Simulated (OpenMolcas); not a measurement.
# One shape, several levels: SnCl2 (SMILES [Cl][Sn][Cl])

Wanted: a comparison of 6 runs (HF/def2-SVP, BLYP/def2-SVP, M06-2X/def2-SVP, PBE/def2-SVP, r2SCAN/def2-SVP, MP2/def2-SVP) of SnCl2. 

Program for the calculation: OpenMolcas 26.06.

## Step 1: The molecule

SnCl2: 3 atoms, total charge 0, spin state singlet. As SMILES, `[Cl][Sn][Cl]`. The coordinates come from a PBE0-D4/def2-TZVP relaxation.

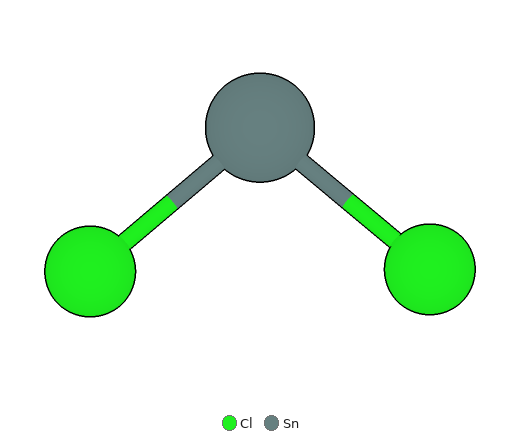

The structure, seen from a chosen angle (chlorine green, tin teal).

## Step 2: Energy and gradient at HF/def2-SVP (core potential) (run 1)

The input, job.input:

```
&GATEWAY
  BasLib = $CurrDir
  BasisSet
  Cl.def2-SVP....
  Cl1 1.154200 1.220700 0.756000 angstrom
  Cl3 -0.368200 -1.804500 -0.392600 angstrom
  End of Basis
  BasisSet
  Sn.def2-SVP....
  Sn2 -0.796900 0.518900 -0.376600 angstrom
  End of Basis

&SEWARD

&SCF
  Thresholds = 1e-10 1e-07 1e-07 1e-05
  PrOrbitals = 1

&ALASKA
```

The basis set def2-SVP is read from a file made from the Basis Set Exchange's data (not shown).

Launch:

```
export MOLCAS_MEM=1860
pymolcas job.input > job.log
```

Log:

```text
--- Start Module: gateway ---
[...]
--- Stop Module: gateway /rc=_RC_ALL_IS_WELL_ ---
[...]
      Basis functions           62
[...]
--- Start Module: scf ---
[...]
       Convergence after  12 Iterations
[...]
::    Total SCF energy                              -1132.1694502288
[...]
      Total spin, S                                     0.0000000000
[...]
      Total electronic charge=   56.000000
      Total            charge=   -0.000000
[...]
      Dipole Moment (debye):
      Origin of the operator (angstrom)=   -0.3585    0.2202   -0.1709
                   X= -2.6936E+00               Y=  1.8355E+00               Z= -1.2638E+00           Total=  3.4959E+00
      Quadrupole Moment (debye*angstrom):
[...]
--- Stop Module: scf /rc=_RC_ALL_IS_WELL_ ---
[...]
--- Start Module: alaska ---
[...]
 *              Molecular gradients               *
 **************************************************
  Irreducible representation: a
 ------------------------------------------------------------------------------------------
                              X                       Y                       Z
 ------------------------------------------------------------------------------------------
  CL1              -6.44156446095323E-03   -2.31647518643641E-03   -3.73922781126446E-03
  CL3              -1.41438915873116E-03    7.66310296685546E-03    5.25337954027094E-05
  SN2               7.85595361967850E-03   -5.34662778039241E-03    3.68669401585997E-03
 ------------------------------------------------------------------------------------------
--- Stop Module: alaska /rc=_RC_ALL_IS_WELL_ ---
[...]
```

Wall time 4.2 s (1 thread of Arm Neoverse V1, shared host); peak memory 0.4 GiB.

## Step 3: Energy and gradient at BLYP/def2-SVP (core potential) (run 2)

The input, mol.xyz:

```xyz
3

Cl     1.154200     1.220700     0.756000
Sn    -0.796900     0.518900    -0.376600
Cl    -0.368200    -1.804500    -0.392600
```

The input, job.input:

```
&gateway
  baslib = $CurrDir
  coord = mol.xyz
  basis = def2-SVP
  group = NoSym

&seward
  gridinput
  Grid=UltraFine
  End of Grid

&scf
  ksdft = BLYP
  thresholds = 1e-10 1e-07 1e-07 1e-05
  prorbitals = 0

&alaska
```

The basis set def2-SVP is read from a file made from the Basis Set Exchange's data (not shown).

Launch:

```
export MOLCAS_MEM=1860
pymolcas job.input > job.log
```

Log:

```text
--- Start Module: gateway ---
[...]
--- Stop Module: gateway /rc=_RC_ALL_IS_WELL_ ---
[...]
      Basis functions           62
[...]
--- Start Module: scf ---
[...]
       Convergence after  17 Iterations
[...]
::    Total KS-DFT energy                           -1134.4615347660
[...]
      Total spin, S                                     0.0000000000
[...]
      Total electronic charge=   56.000000
      Total            charge=   -0.000000
[...]
      Dipole Moment (debye):
      Origin of the operator (angstrom)=   -0.3585    0.2202   -0.1709
                   X= -2.0964E+00               Y=  1.4286E+00               Z= -9.8364E-01           Total=  2.7210E+00
      Quadrupole Moment (debye*angstrom):
[...]
--- Stop Module: scf /rc=_RC_ALL_IS_WELL_ ---
[...]
--- Start Module: alaska ---
[...]
 *              Molecular gradients               *
 **************************************************
  Irreducible representation: a
 ------------------------------------------------------------------------------------------
                              X                       Y                       Z
 ------------------------------------------------------------------------------------------
  CL1              -1.48769229160521E-02   -6.87088491489618E-03   -8.79841144809745E-03
  SN2               1.70053179460865E-02   -1.15809135850835E-02    7.97957894573997E-03
  CL3              -2.12839503000195E-03    1.84517984999708E-02    8.18832502322397E-04
 ------------------------------------------------------------------------------------------
--- Stop Module: alaska /rc=_RC_ALL_IS_WELL_ ---
[...]
```

It took 11 s on 1 thread of Arm Neoverse V1, shared host; peak memory 0.4 GiB.

Runs 3 to 5 aren't shown in full; the table further down has their settings and results.

## Step 4: The energy at MP2/def2-SVP (core potential) (run 6)

The input, job.input:

```
>>> EXPORT MOLCAS_PRINT=2
&GATEWAY
BasLib=$CurrDir
Coord
3
angstrom
Cl       1.154200       1.220700       0.756000
Sn      -0.796900       0.518900      -0.376600
Cl      -0.368200      -1.804500      -0.392600
Basis=def2-SVP
Group=NoSym
&SEWARD
&SCF
Thresholds=1e-10 1e-07 1e-07 1e-05
PrOrbitals=0
&MBPT2
Frozen=14
```

The basis set def2-SVP is read from a file made from the Basis Set Exchange's data (not shown).

Launch:

```
export MOLCAS_MEM=1860
pymolcas job.input > job.log
```

Log:

```text
--- Start Module: gateway ---
[...]
--- Stop Module: gateway /rc=_RC_ALL_IS_WELL_ ---
[...]
      Basis functions           62
[...]
--- Start Module: scf ---
[...]
       Convergence after  13 Iterations
[...]
::    Total SCF energy                              -1132.1694502288
[...]
      Total spin, S                                     0.0000000000
[...]
      Total electronic charge=   56.000000
      Total            charge=   -0.000000
[...]
      Dipole Moment (debye):
      Origin of the operator (angstrom)=   -0.3585    0.2202   -0.1709
                   X= -2.6936E+00               Y=  1.8355E+00               Z= -1.2638E+00           Total=  3.4959E+00
      Quadrupole Moment (debye*angstrom):
[...]
--- Stop Module: scf /rc=_RC_ALL_IS_WELL_ ---
[...]
--- Start Module: mbpt2 ---
[...]
WARNING!
Default frozen orbitals as non valence orbitals is overwritten by user input.
Default values:  10
[...]
       Reference weight ( Cref**2 )         =        0.87850
::    Total MBPT2 energy                            -1132.5150430682
[...]
      Total MBPT2 calculations                           0.11      0.12
--- Stop Module: mbpt2 /rc=_RC_ALL_IS_WELL_ ---
[...]
```

Wall time 3 s (1 thread of Arm Neoverse V1, shared host); peak memory 0.4 GiB.

## Step 5: The series

```csv
run,level,integration grid,task,energy (Eh),dipole moment (D) of the reference,HOMO energy (eV),LUMO energy (eV),wall time
1,HF/def2-SVP (core potential),–,gradient,-1132.169450,3.50,-10.11,-0.27,4.2 s
2,BLYP/def2-SVP (core potential),UltraFine,gradient,-1134.461535,2.72,-6.51,-3.44,11 s
3,M06-2X/def2-SVP (core potential),UltraFine,gradient,-1134.426204,3.22,-8.83,-2.11,11 s
4,PBE/def2-SVP (core potential),UltraFine,gradient,-1134.140426,2.80,-6.73,-3.59,10 s
5,r2SCAN/def2-SVP (core potential),UltraFine,gradient,-1134.542186,3.03,-7.09,-3.61,12 s
6,MP2/def2-SVP (core potential),–,energy,-1132.515043,3.50,-10.11,-0.27,3 s
```

## Step 6: Results

```
                                           quantity           value
                                run 6: total energy  -1132.51504 Eh
          run 6: dipole moment (mean-field density)          3.50 D
         run 6: HOMO energy (Hartree–Fock orbitals)       -10.11 eV
         run 6: LUMO energy (Hartree–Fock orbitals)        -0.27 eV
       run 6: HOMO–LUMO gap (Hartree–Fock orbitals)         9.83 eV
run 6: correlation energy (14 core orbitals frozen)      -345.6 mEh
```

What this shows: Over runs 1, 2, 3, 4, 5 the dipole moment (its size) runs from 2.72 D (BLYP/def2-SVP) to 3.50 D (HF/def2-SVP). Over runs 1, 2, 3, 4, 5 the HOMO–LUMO gap runs from 3.07 eV (BLYP/def2-SVP) to 9.83 eV (HF/def2-SVP). Exact exchange widens orbital gaps. Totals of different functionals can't be ranked against each other. All runs together took 51 s, the longest 12 s.
